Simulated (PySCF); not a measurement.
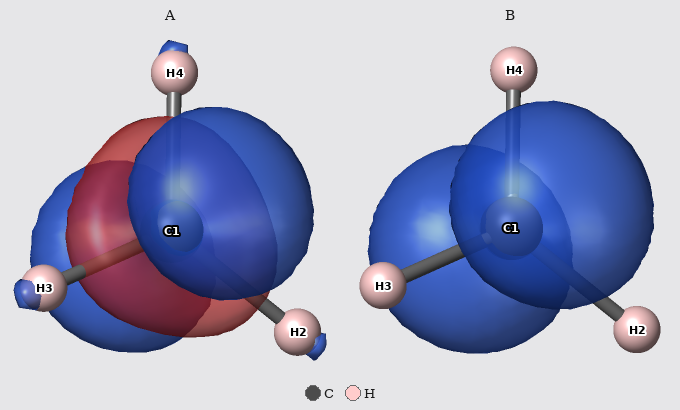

Figure. CH3, charge +1, SMILES `[CH3+]`. The Fukui function f⁺ from two separate SCF calculations and the density of the LUMO, at ±0.1 e/Å³ (blue positive, red negative).

Method: ωB97X/def2-SVP; geometry: GFN2-xTB; program: PySCF. No frequency check shows the geometry to be a minimum.

### Which panel is which, and how good is the frozen-orbital picture?

A is f⁺ (it has negative regions), B the LUMO density. The LUMO lies on C1 (79 %) and H2, H3 and H4 (7 % each); f⁺ (Hirshfeld-condensed) is largest on C1 (0.56); the vertical electron affinity is 9.70 eV (the stability of the neutral species's solution wasn't checked; rough: the basis has no diffuse functions). Relaxation shifts 22 % of the electron between atoms. The orbital energy is −10.08 eV.
